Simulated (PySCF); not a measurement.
# What a change does: NMR shielding calculation on C$_{4}$H$_{7}$NSi

System: C$_{4}$H$_{7}$NSi.
Method of run 1: GIAO HF/pcSseg-1 NMR shielding, non-relativistic, gas phase (PySCF 2.14.0).

The geometry comes from this level: PBE0-D3(BJ)/def2-SVP. Text and figures count atoms from 1; the logs count them from 0 in places.

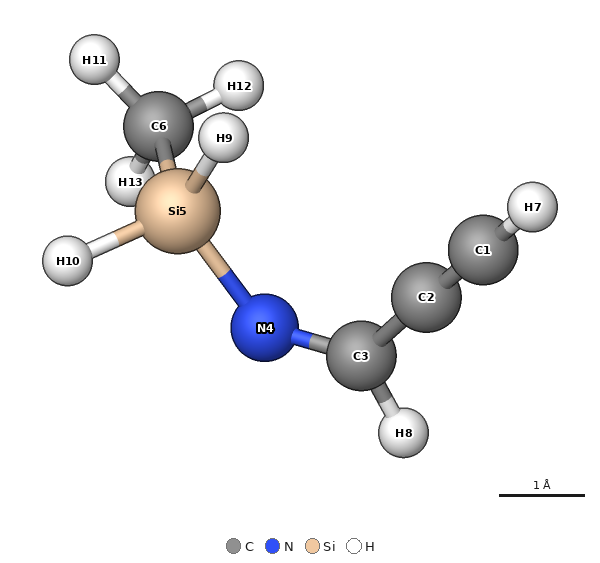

**Figure 1.** The input geometry (ball-and-stick view, seen at a tilt; atoms are numbered from 1 in the order of the input). Bond lengths as drawn: C–C 1.21 to 1.44 Å, C–H 1.08 to 1.11 Å, C–N 1.27 Å, C–Si 1.87 Å, H–Si 1.49 to 1.50 Å and N–Si 1.76 Å.

### Input, run 1
```
{"job": {"kind": "nmr", "xc": "HF", "basis": "pcSseg-1", "pop": false}, "charge": 0, "multiplicity": 1}
C      2.524979     1.420634     0.412887
C      1.899922     0.425976     0.108626
C      1.184430    -0.765249    -0.276516
N      0.015397    -1.099167     0.082386
Si    -1.136663    -0.267472     1.119413
C     -2.656905     0.083960     0.086789
H      3.066632     2.306111     0.692621
H      1.751154    -1.428221    -0.959232
H     -0.612113     0.999824     1.726159
H     -1.452823    -1.226636     2.219274
H     -3.473337     0.466419     0.718866
H     -2.438706     0.836994    -0.685719
H     -3.001093    -0.834293    -0.411899
```

The first line tells a small driver script what to run in PySCF; the rest is the geometry in Å.

Command:
```bash
OMP_NUM_THREADS=1 python <driver script> task.json out
```

Hardware: 1 CPU thread, shared host.

### Output (run 1)
```
final grid: 105360 points
cycle   1  E = -498.7146002488  dE =  8.606e-01  |g| = 5.214e-01  |ddm| = 3.293e+00
cycle   2  E = -498.7900630145  dE = -7.546e-02  |g| = 2.826e-01  |ddm| = 7.265e-01
cycle   3  E = -498.8071686699  dE = -1.711e-02  |g| = 9.261e-02  |ddm| = 3.150e-01
cycle   4  E = -498.8099928743  dE = -2.824e-03  |g| = 2.506e-02  |ddm| = 1.410e-01
cycle   5  E = -498.8102223732  dE = -2.295e-04  |g| = 8.879e-03  |ddm| = 4.130e-02
cycle   6  E = -498.8102647824  dE = -4.241e-05  |g| = 4.414e-03  |ddm| = 1.824e-02
cycle   7  E = -498.8102805117  dE = -1.573e-05  |g| = 2.150e-03  |ddm| = 1.021e-02
cycle   8  E = -498.8102841899  dE = -3.678e-06  |g| = 7.013e-04  |ddm| = 5.370e-03
cycle   9  E = -498.8102847803  dE = -5.904e-07  |g| = 3.038e-04  |ddm| = 1.791e-03
cycle  10  E = -498.8102849399  dE = -1.596e-07  |g| = 1.350e-04  |ddm| = 8.938e-04
cycle  11  E = -498.8102849762  dE = -3.628e-08  |g| = 4.523e-05  |ddm| = 4.433e-04
cycle  12  E = -498.8102849799  dE = -3.632e-09  |g| = 1.736e-05  |ddm| = 1.585e-04
cycle  13  E = -498.8102849801  dE = -2.035e-10  |g| = 5.743e-06  |ddm| = 4.478e-05
converged SCF energy = -498.8102849801

GIAO shielding tensors (ppm)
atom      isotropic    diamagn.    paramagn.     s11        s22        s33       span
  0 C       97.957     261.642    -163.684     44.928     49.333    199.610    154.682
  1 C      118.675     265.011    -146.336     13.168     23.382    319.476    306.308
  2 C       31.984     244.190    -212.206    -91.025     49.434    137.543    228.568
  3 N     -170.289     330.707    -500.996   -579.212   -229.641    297.986    877.197
  4 Si     425.028     876.968    -451.939    393.808    420.414    460.864     67.056
  5 C      193.837     253.950     -60.113    187.546    192.560    201.404     13.858
  6 H       27.904      31.974      -4.070     23.847     24.472     35.394     11.548
  7 H       23.691      27.339      -3.648     20.054     24.994     26.026      5.972
  8 H       26.946      30.814      -3.868     23.479     26.643     30.715      7.236
  9 H       27.126      29.118      -1.992     24.253     25.238     31.886      7.633
 10 H       31.568      28.371       3.197     27.543     27.924     39.238     11.694
 11 H       31.413      32.340      -0.927     26.884     29.132     38.223     11.339
 12 H       30.923      29.968       0.955     26.606     27.947     38.216     11.609
```

For run 2 the input was changed thus:
```diff
-"xc": "HF"
+"xc": "OPBE"
```

How does run 2 compare with run 1?

The total energies belong to different methods, so their difference says nothing on which is more stable or more accurate. The HOMO goes from −10.56 to −5.82 eV. The LUMO goes from 2.13 to −2.63 eV. The dipole moment goes from 1.94 to 1.57 D. Of all shieldings, the largest change is that of Si5, by −33.6 ppm. The method changes from HF to OPBE. Exact exchange removes part of the self-interaction error of semilocal functionals, which pushes filled and empty levels apart. The SCF takes 16 iterations against 13.

### Output (run 2)
```
coarse grid: 11376 points
cycle   1  E = -500.5230697891  dE =  4.393e-01  |g| = 5.998e-01  |ddm| = 3.429e+00
cycle   2  E = -500.2939524392  dE =  2.291e-01  |g| = 1.114e+00  |ddm| = 1.866e+00
cycle   3  E = -500.5773724912  dE = -2.834e-01  |g| = 3.821e-01  |ddm| = 1.433e+00
cycle   4  E = -500.6148395012  dE = -3.747e-02  |g| = 7.522e-02  |ddm| = 3.666e-01
cycle   5  E = -500.6150053398  dE = -1.658e-04  |g| = 7.365e-02  |ddm| = 1.045e-01
cycle   6  E = -500.6163780138  dE = -1.373e-03  |g| = 1.699e-02  |ddm| = 5.776e-02
cycle   7  E = -500.6164478486  dE = -6.983e-05  |g| = 3.484e-03  |ddm| = 1.733e-02
cycle   8  E = -500.6164516200  dE = -3.771e-06  |g| = 6.112e-04  |ddm| = 5.322e-03
final grid: 105360 points
cycle   9  E = -500.6320959087  dE = -1.437e-04  |g| = 8.668e-03  |ddm| = 7.988e-02
cycle  10  E = -500.6320826831  dE =  1.323e-05  |g| = 1.019e-02  |ddm| = 1.906e-02
cycle  11  E = -500.6321075115  dE = -2.483e-05  |g| = 3.496e-03  |ddm| = 1.085e-02
cycle  12  E = -500.6321091244  dE = -1.613e-06  |g| = 2.223e-03  |ddm| = 4.488e-03
cycle  13  E = -500.6321103272  dE = -1.203e-06  |g| = 3.164e-04  |ddm| = 2.117e-03
cycle  14  E = -500.6321103475  dE = -2.026e-08  |g| = 1.863e-04  |ddm| = 3.606e-04
cycle  15  E = -500.6321103560  dE = -8.500e-09  |g| = 4.260e-05  |ddm| = 1.607e-04
cycle  16  E = -500.6321103565  dE = -4.961e-10  |g| = 7.056e-06  |ddm| = 5.494e-05
converged SCF energy = -500.6321103565

GIAO shielding tensors (ppm)
atom      isotropic    diamagn.    paramagn.     s11        s22        s33       span
  0 C      101.738     255.169    -153.431     51.798     58.297    195.120    143.322
  1 C      106.740     261.030    -154.290     17.294     19.708    283.218    265.924
  2 C       34.177     246.279    -212.102    -50.203     34.430    118.305    168.508
  3 N     -136.720     328.725    -465.444   -502.632   -186.936    279.409    782.041
  4 Si     391.395     882.346    -490.951    354.758    386.198    433.228     78.471
  5 C      189.145     254.098     -64.953    182.350    188.788    196.296     13.945
  6 H       27.998      33.754      -5.756     24.339     25.091     34.563     10.224
  7 H       22.681      27.589      -4.909     19.338     22.806     25.897      6.559
  8 H       25.890      30.203      -4.313     22.674     25.459     29.536      6.862
  9 H       26.177      28.752      -2.575     23.631     24.336     30.564      6.933
 10 H       31.043      27.884       3.158     27.276     27.706     38.147     10.871
 11 H       30.878      31.676      -0.799     26.620     28.786     37.228     10.608
 12 H       30.471      29.450       1.022     26.509     27.616     37.289     10.780
```

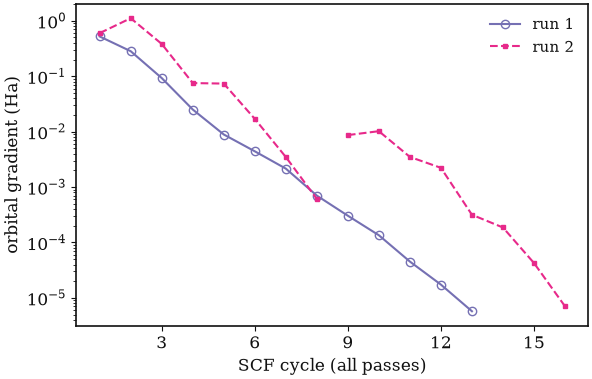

**Figure 2.** Convergence of the two runs: orbital gradient against the SCF cycle. A break in a curve parts two SCF passes (coarse and final grid). Run 1 takes 13 cycles in all, and run 2 takes 16.

### The two runs side by side

```csv
quantity,run 1,run 2
outcome,converged,converged
total energy (hartree),−498.810285,−500.632110
HOMO (eV),−10.56,−5.82
LUMO (eV),2.13,−2.63
dipole moment (D),1.94,1.57
shielding of C1 (ppm),98.0,101.7
shielding of C2 (ppm),118.7,106.7
shielding of C3 (ppm),32.0,34.2
shielding of N4 (ppm),−170.3,−136.7
shielding of Si5 (ppm),425.0,391.4
shielding of C6 (ppm),193.8,189.1
shielding of H9 (ppm),26.9,25.9
SCF iterations,13,16
basis functions,144,144
wall time (shared host),6.7 s,14 s
```
